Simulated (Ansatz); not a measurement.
# ClH₅NSi···NH₄: what the fields show

```yaml
atoms:
  - { symbol: Si, position_ang: [-1.1310, -0.6050, 0.5322] }
  - { symbol: H, position_ang: [-0.2744, -1.0513, -0.8187] }
  - { symbol: H, position_ang: [-1.7717, -1.9572, 0.5027] }
  - { symbol: H, position_ang: [-1.8836, 0.0091, 1.6909] }
  - { symbol: Cl, position_ang: [-1.9937, 0.9188, -0.7902] }
  - { symbol: H, position_ang: [1.1559, 0.9197, -0.1577] }
  - { symbol: N, position_ang: [0.4658, -0.3073, 1.2736] }
  - { symbol: H, position_ang: [0.4651, -0.1033, -1.2130] }
  - { symbol: N, position_ang: [1.0437, 0.8596, -1.1884] }
  - { symbol: H, position_ang: [1.1608, -1.0271, 1.1116] }
  - { symbol: H, position_ang: [0.4249, -0.0895, 2.2609] }
  - { symbol: H, position_ang: [1.9236, 0.8448, -1.6894] }
  - { symbol: H, position_ang: [0.4147, 1.5888, -1.5144] }
```

A transition-state structure; geometry: PBE0-D4/def2-TZVP.

The calculation used RKS PBE0-D4/def2-TZVPP (Ansatz 0.2.0).

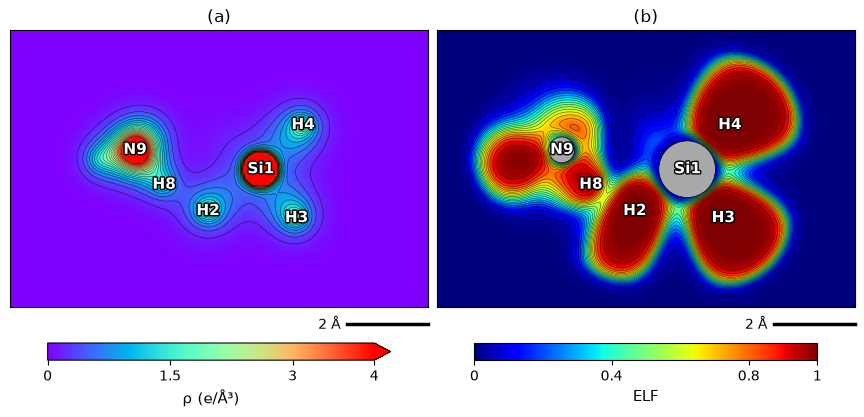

Figure 1. (a) total electron density; (b) ELF on the plane of atoms H3, Si1 and H4. Grey discs cover the atomic cores in the ELF map.

Question: Describe what can be read from this map.

Answer:
- Atoms in the plane: Si, H and N.
- H2···H8 (1.27 Å): the density falls to about 0.48 e/Å³ on the way; the ELF is about 0.80 at the midpoint and 0.60 at its lowest between the atoms.
- Si–H (1.50 Å): ρ at the midpoint is about 0.81 e/Å³; the ELF climbs to about 1 towards the hydrogen, as it does in any bond to H.

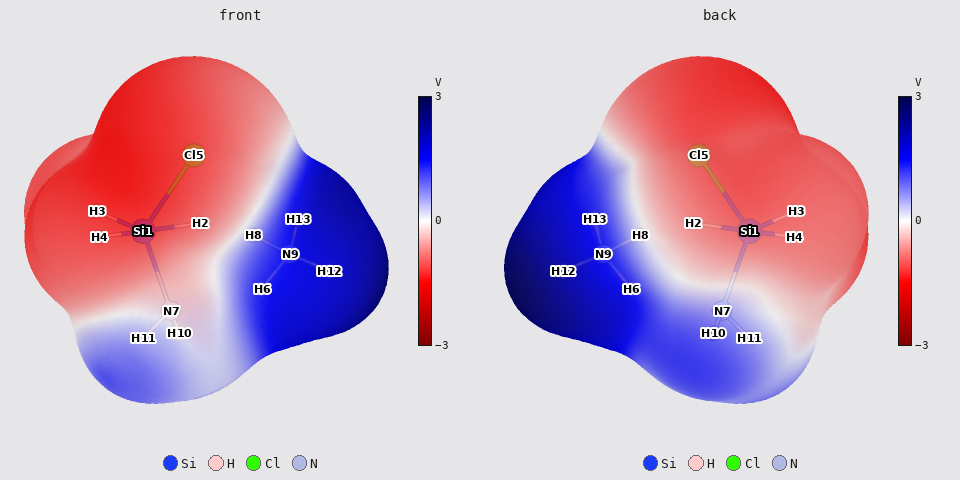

Figure 2. The electrostatic potential painted on the density surface at 0.001 e/bohr³, seen from the front and from behind; red is negative and blue positive.

Question: Where is the surface potential most negative and most positive?

Answer: The most negative region (about −1.5 V) lies over H4 and Cl5, the most positive (about +2.9 V) over H12.

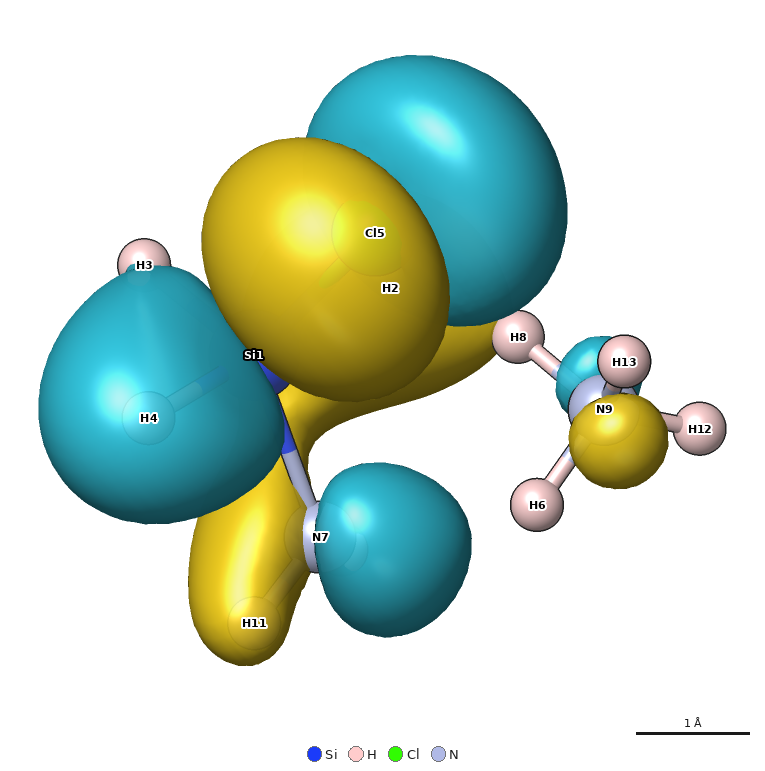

Figure 3. The HOMO−1 at ±0.08 Å⁻³ᐟ² (yellow and cyan are the two phases), seen at a tilt.

Question: Describe this orbital and give its energy.

Answer: By Hirshfeld shares it lies mainly on Cl5 (about 55 %), Si1 (about 15 %), N7 (about 10 %), H4 (about 10 %) and H2 (about 10 %). Its energy is −7.35 eV.
